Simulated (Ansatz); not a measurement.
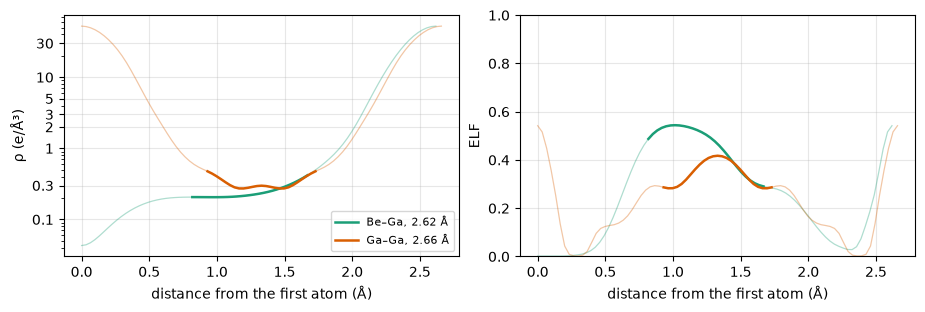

Figure 1: BeGa. Valence electron density and electron localisation function along straight lines between neighbouring atoms. Thin, pale parts lie inside the atomic spheres.

Space group P4/mmm; started from the CuAu (L1_0)_123 prototype, which need not be the ambient phase; computed without spin polarisation.

Theory: Ansatz, DFT PBE, scalar-relativistic, plane waves, PAW.

In a PAW calculation such maps are meaningful between the atoms, not at the nuclei.

```yaml
crystal:
  lattice:
    - [2.65930, 0.00000, 0.00000]
    - [0.00000, 2.65930, 0.00000]
    - [0.00000, 0.00000, 3.64419]
  atoms:
    - { symbol: Be, position: [0.50000, 0.50000, 0.50000] }
    - { symbol: Ga, position: [0.00000, 0.00000, 0.00000] }
```

Q: What can be read from the curves?

A: Be–Ga (2.62 Å): ρ at the midpoint is about 0.23 e/Å³, with its minimum of 0.21 e/Å³ about 1.0 Å from Be; the ELF is about 0.50 at the midpoint.
Ga–Ga (2.66 Å): the density is about 0.3 e/Å³ at the midpoint; the ELF is about 0.40 at the midpoint.
